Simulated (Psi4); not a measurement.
# GeNH3 (SMILES [NH2][GeH]) at HF/CBS (density fitting, extrapolation scf/aug-cc-pv[tq]z)

Aim: the energy difference between two shapes of GeNH3 at HF/CBS (density fitting, extrapolation scf/aug-cc-pv[tq]z), from 2 runs. 

The results are computed with Psi4 1.11.

### 1 Starting point

GeNH3 has 5 atoms, charge 0, and is taken as a singlet. As SMILES, `[NH2][GeH]`. Geometry: relaxed at PBE0-D4/def2-TZVP. This is one conformer, not always the lowest.

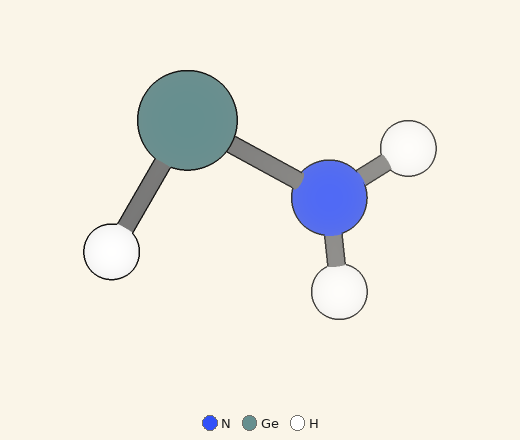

Viewed from a chosen angle; nitrogen blue, germanium teal, hydrogen white.

### 2 The energy at HF/CBS (density fitting, extrapolation scf/aug-cc-pv[tq]z)

geh3n.xyz

```xyz
5
GeH3N
N     -0.084100    -0.602200     0.097400
Ge     0.988800     0.853400     0.259800
H      0.180600    -1.502000     0.465300
H     -0.985000    -0.620100    -0.352500
H     -0.050300     1.797200    -0.511300
```

job.py

```python
import psi4

psi4.set_memory(1600000000)
psi4.set_num_threads(1)
psi4.core.set_output_file('geh3n.out', False)

with open('geh3n.xyz') as f:
    atoms = ''.join(f.readlines()[2:])
molecule = psi4.geometry('0 1\n' + atoms + 'no_reorient\nno_com')

psi4.set_options({
    'scf_type': 'disk_df',
    'freeze_core': True,
})

e_tot, wfn = psi4.energy("scf/aug-cc-pv[tq]z", molecule=molecule, return_wfn=True)
print(f'scf/aug-cc-pv[tq]z energy: {e_tot:.10f} Eh')
```

Command:

```sh
$ python job.py
```

geh3n.out (excerpt; [...] marks lines left out):

```text
[...]
  Running in c1 symmetry.
[...]
  Nuclear repulsion =   98.834760907510130
[...]
  Multiplicity = 1
[...]
  Nalpha       = 21
  Nbeta        = 21
[...]
    Number of basis functions: 311
[...]
   @DF-RHF iter   1: -2130.46930337947924   -3.42009e+00   7.59751e-03 DIIS/ADIIS
[...]
   @DF-RHF iter   9: -2131.61738661512345   -1.57936e-07   3.32591e-07 DIIS
[...]
    Orbital Energies [Eh]
    ---------------------
    Doubly Occupied:
       1A   -405.222817     2A    -52.128218     3A    -46.215826
       4A    -46.214218     5A    -46.213553     6A    -15.554013
       7A     -7.171875     8A     -5.148628     9A     -5.143605
      10A     -5.140442    11A     -1.625482    12A     -1.622650
      13A     -1.618322    14A     -1.617128    15A     -1.611106
      16A     -1.129232    17A     -0.683991    18A     -0.662196
      19A     -0.485381    20A     -0.415961    21A     -0.331325
[...]
  @DF-RHF Final Energy: -2131.61738661512345
   => Energetics <=
    Nuclear Repulsion Energy =             98.8347609075101303
    One-Electron Energy =               -3168.9924627428449639
    Two-Electron Energy =                 938.5403152202117099
    Total Energy =                      -2131.6173866151234506
[...]
 Multipole Moments:
 ------------------------------------------------------------------------------------
     Multipole            Electronic (a.u.)      Nuclear  (a.u.)        Total (a.u.)
 ------------------------------------------------------------------------------------
 L = 1.  Multiply by 2.5417464519 to convert [e a0] to [Debye]
 Dipole X            :        -57.3590904           57.0663275           -0.2927629
 Dipole Y            :        -43.4312688           43.0262293           -0.4050395
 Dipole Z            :        -16.2879084           16.2457865           -0.0421219
 Magnitude           :                                                    0.5015390
[...]
```

The script printed:

```text
scf/aug-cc-pv[tq]z energy: -2131.6257071753 Eh
```

Wall time 14 s (1 thread of INTEL XEON PLATINUM 8581C at 2.30GHz (Emerald Rapids), shared host); peak memory 1.1 GiB.

### 3 The distorted shape at the same level

geh3n.inp

```
memory 1600 MB

molecule molecule1 {
  N     -0.160436    -0.632253    -0.191424
  Ge     1.003823     0.918931     0.190502
  H      0.264573    -1.380897     0.537834
  H     -1.052748    -0.593928    -0.457515
  H     -0.064239     1.754481    -0.484344
  units angstrom
  no_reorient
  no_com
}

set {
  reference   rhf
  scf_type    disk_df
  freeze_core true
}

energy('scf/aug-cc-pv[tq]z')
print_variables()
```

Command:

```sh
$ psi4 geh3n.inp geh3n.out -n 1
```

geh3n.out (excerpt; [...] marks lines left out):

```text
[...]
  Running in c1 symmetry.
[...]
  Nuclear repulsion =   93.965637619446468
[...]
  Multiplicity = 1
[...]
  Nalpha       = 21
  Nbeta        = 21
[...]
    Number of basis functions: 311
[...]
   @DF-RHF iter   1: -2130.46607091253964   -3.60680e+00   7.50282e-03 DIIS/ADIIS
[...]
   @DF-RHF iter   9: -2131.57549516127438   -3.79044e-07   6.04879e-07 DIIS
[...]
    Orbital Energies [Eh]
    ---------------------
    Doubly Occupied:
       1A   -405.235896     2A    -52.141064     3A    -46.228608
       4A    -46.227132     5A    -46.226146     6A    -15.544489
       7A     -7.183805     8A     -5.160523     9A     -5.155304
      10A     -5.151577    11A     -1.636767    12A     -1.634735
      13A     -1.629412    14A     -1.627129    15A     -1.622319
      16A     -1.097763    17A     -0.683987    18A     -0.637016
      19A     -0.451213    20A     -0.389847    21A     -0.351882
[...]
  @DF-RHF Final Energy: -2131.57549516127438
   => Energetics <=
    Nuclear Repulsion Energy =             93.9656376194464684
    One-Electron Energy =               -3159.0491159615148717
    Two-Electron Energy =                 933.5079831807936444
    Total Energy =                      -2131.5754951612743753
[...]
 Multipole Moments:
 ------------------------------------------------------------------------------------
     Multipole            Electronic (a.u.)      Nuclear  (a.u.)        Total (a.u.)
 ------------------------------------------------------------------------------------
 L = 1.  Multiply by 2.5417464519 to convert [e a0] to [Debye]
 Dipole X            :        -57.0472940           56.9693278           -0.0779662
 Dipole Y            :        -46.6791471           46.7890085            0.1098614
 Dipole Z            :         -7.9642626            8.2242223            0.2599597
 Magnitude           :                                                    0.2927922
[...]
```

It took 14 s on 1 thread of INTEL XEON PLATINUM 8581C at 2.30GHz (Emerald Rapids), shared host; peak memory 1.1 GiB.

### 4 Summary of results

At HF/CBS (density fitting, extrapolation scf/aug-cc-pv[tq]z):

```
                              quantity           value
             first shape: total energy  -2131.62571 Eh
         distorted shape: total energy  -2131.58363 Eh
energy change with the atoms displaced        1.145 eV
```

In words: With the atoms displaced the energy rises by 1.14 eV (110 kJ/mol). The first shape isn't relaxed at this level, so the change isn't measured from a minimum.
